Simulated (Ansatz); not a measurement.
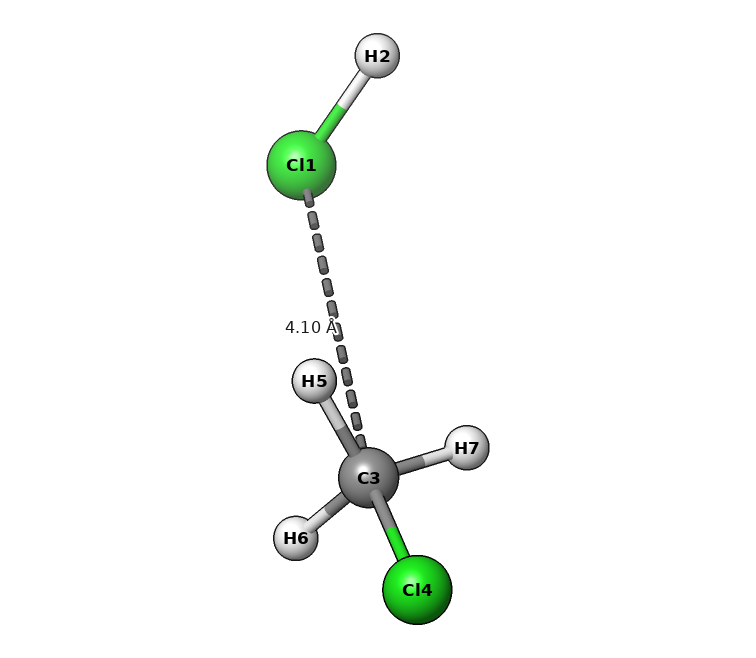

Two molecules or ions; the broken line marks their closest contact (measured against van der Waals radii). Geometry: a pair of rigid molecules at a changed separation. Program: Ansatz 0.2.0.

Question: Which two species are they?

Answer: HCl and CH3Cl (`CCl.Cl`).

Give the counterpoise-corrected interaction energy (kcal/mol, monomers kept as in the pair) with RHF-CCSD(T) (frozen core)/def2-TZVPPD; r2SCAN-D4/def2-TZVPPD; PBE-D4/def2-TZVPPD; B3LYP-D4/def2-TZVPPD; ωB97M-V/def2-TZVPPD; PBE0-D4/def2-TZVPPD.

| level | interaction energy (kcal/mol) |
| --- | --- |
| RHF-CCSD(T) (frozen core)/def2-TZVPPD | −0.6 |
| r2SCAN-D4/def2-TZVPPD | −0.7 |
| PBE-D4/def2-TZVPPD | −0.8 |
| B3LYP-D4/def2-TZVPPD | −0.6 |
| ωB97M-V/def2-TZVPPD | −0.7 |
| PBE0-D4/def2-TZVPPD | −0.8 |
